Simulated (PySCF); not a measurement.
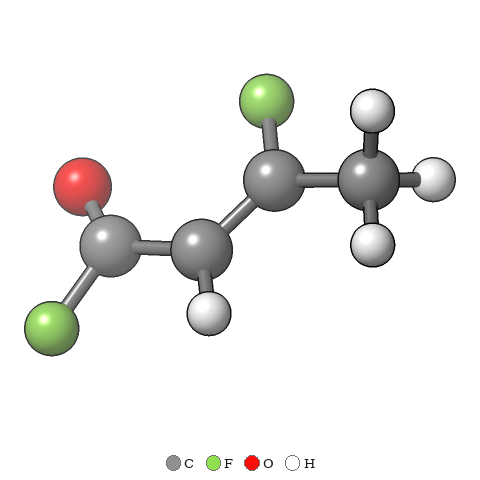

Structure of C₄H₄F₂O, SMILES C/C(F)=C/C(=O)F.

Vertical TDDFT excitations, ωB97X-D/def2-SVPD in PySCF, at a GFN2-xTB geometry (no frequency check), gas phase.

Q: Predict the low-lying singlet excitations and the spectrum.

A: The lowest singlet lies at 5.32 eV (233 nm, f = 0.000); the brightest of the first 8 is S2 at 6.20 eV (200 nm), f = 0.460, mainly HOMO → LUMO (97 %). No singlet lies below 3.1 eV (beyond 400 nm), so at this level no vertical transition falls in the visible.


| state | E (eV) | λ (nm) | f | main character |
| --- | --- | --- | --- | --- |
| S1 | 5.32 | 233 | 0.000 | HOMO−1 → LUMO (94 %) |
| S2 | 6.20 | 200 | 0.460 | HOMO → LUMO (97 %) |
| S3 | 7.80 | 159 | 0.001 | HOMO−3 → LUMO (92 %) |
| S4 | 7.84 | 158 | 0.015 | HOMO → LUMO+1 (85 %) |
| S5 | 8.40 | 148 | 0.038 | HOMO−2 → LUMO (90 %) |
| S6 | 8.44 | 147 | 0.001 | HOMO−4 → LUMO (87 %) |
| S7/S8 | 9.02 | 137 | 0.026 | HOMO−1/HOMO → LUMO+1/LUMO+3 |

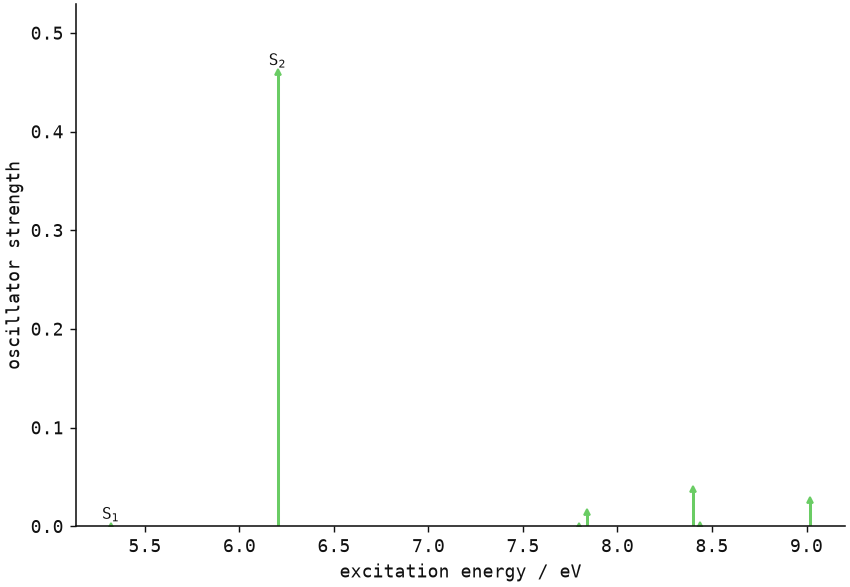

The lowest 8 singlet states are shown. States within 0.01 eV of each other are merged, with their strengths summed.

Caveats: the tight-binding geometry is rougher than a DFT one and adds to the error; one conformer of a flexible molecule; core orbitals are frozen in the response.
